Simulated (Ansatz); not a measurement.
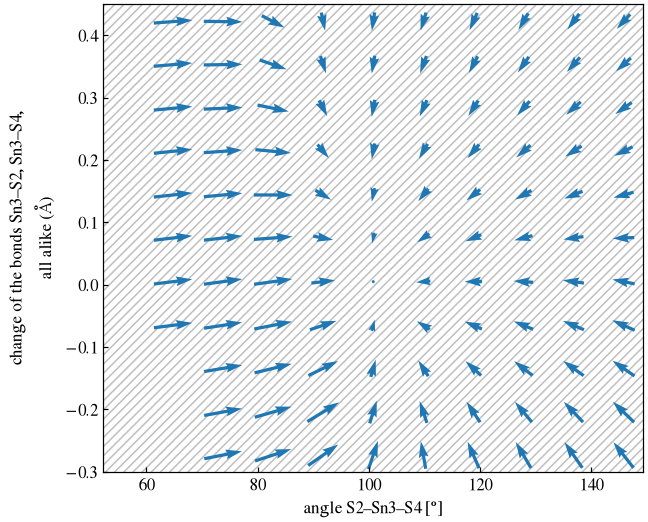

CH4S2Sn, SMILES C[S][Sn][SH]. 
- Coordinates scanned: (1) angle S2–Sn3–S4; (2) change of the bonds Sn3–S2, Sn3–S4, all alike.
- Nothing is relaxed (all other coordinates rigid).
- The scan uses an 11 × 11 grid. At 14 points there is no value (left out of the scan, as a rule where atoms come close).
- Points are written as (first, second).
- Computed with RKS PBE-D4/def2-SVP in Ansatz 0.2.0.

In the figure: arrows along the force (downhill), their lengths compressed, hatched blanks where no value was computed.

> The arrows alone are given. Where is the energy lowest?

The arrows converge at about (98°, 0.002 Å) (read from the interpolated surface).

The energy map of the same scan:

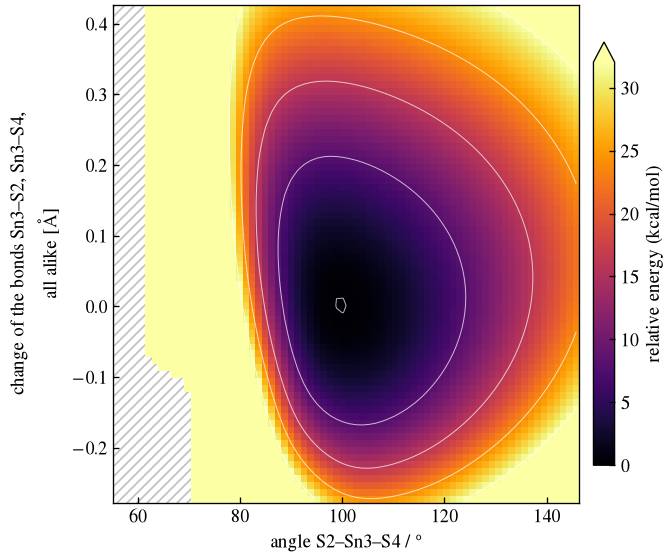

Energies are in kcal/mol, from the lowest grid point; between grid points the surface is interpolated.
